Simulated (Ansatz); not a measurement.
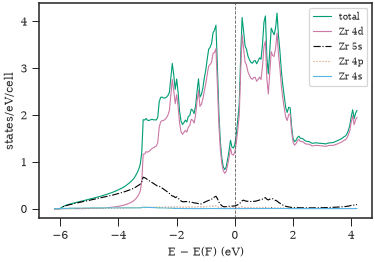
Fig. 1. Total and projected density of states of Zr (hcp (Mg type), P6_3/mmc), r²SCAN+D4 (plane waves, PAW; program Ansatz)

Problem. Which orbitals carry the states next to the Fermi level?

Solution. Within 0.5 eV of the Fermi level: Zr 4d 90 %. Projections are on Löwdin-orthogonalised atomic valence shells; empty p or d shells of many metals are not among them.

Problem. Where is the tallest occupied peak in this window, and what makes it?

Solution. Near -0.6 eV, about 3.9 states/eV per cell; the largest projected share is Zr 4d.

Symmetry was held in the r²SCAN+D4 relaxation. No spin polarisation was allowed. The pairwise dispersion correction was not fitted to metals. Scalar-relativistic: spin–orbit coupling is off unless named, which matters more the heavier the elements.

Potentials: the later of the program's two PAW sets.
